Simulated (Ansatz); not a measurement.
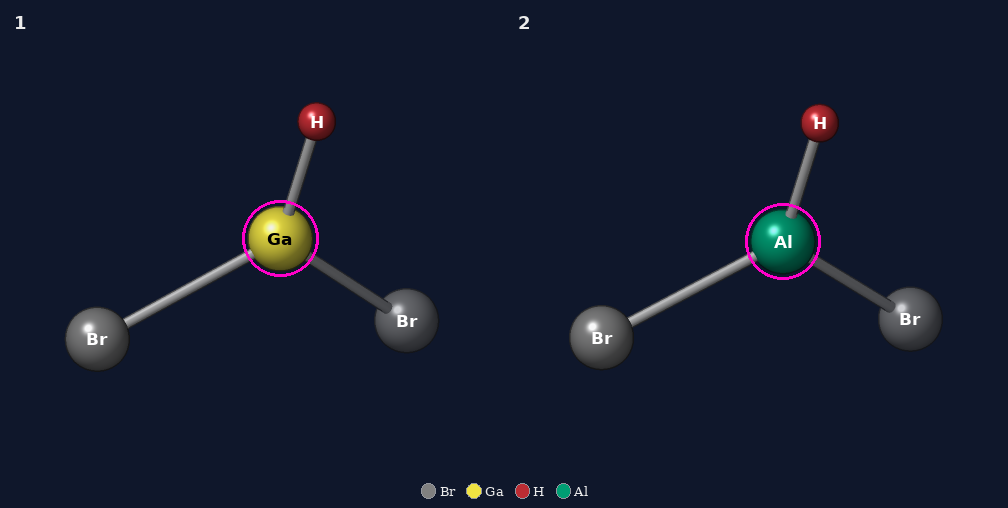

2 molecules with one skeleton, seen from the same side and at one scale; the atom that differs is circled. Each species is neutral and a spin singlet. Computed geometries: PBE0-D4/def2-TZVP optimisations, one conformation each. Properties computed with Ansatz 0.2.0.

One atom differs, called X below: Ga in panel 1, Al in panel 2. Their formulas are Br2GaH (`[Br][GaH][Br]`), AlBr2H (`[Br][AlH][Br]`).

In which is the HOMO–LUMO gap larger (PBE0-D4/def2-TZVPP)?

In panel 2 (X = Al).

In which is the dipole moment larger (ωB97M-V/def2-TZVPP)?

In panel 1 (X = Ga).

Give the values. With PBE0-D4/def2-TZVP: mean length of X–Br (Å), length of X–H (Å), angle Br–X–Br (°). With PBE0-D4/def2-TZVPP: HOMO energy (Kohn–Sham orbital) (eV), HOMO–LUMO gap (eV). With ωB97M-V/def2-TZVPP: dipole moment (D).

| quantity | 1 (Ga) | 2 (Al) | 2 − 1 |
| --- | --- | --- | --- |
| mean length of X–Br (Å) | 2.274 | 2.241 | −0.033 |
| length of X–H (Å) | 1.548 | 1.565 | +0.017 |
| angle Br–X–Br (°) | 116.0 | 118.4 | +2.4 |
| HOMO energy (Kohn–Sham orbital) (eV) | −8.51 | −8.66 | −0.15 |
| HOMO–LUMO gap (eV) | 6.63 | 7.00 | +0.37 |
| dipole moment (D) | 1.49 | 0.93 | −0.56 |
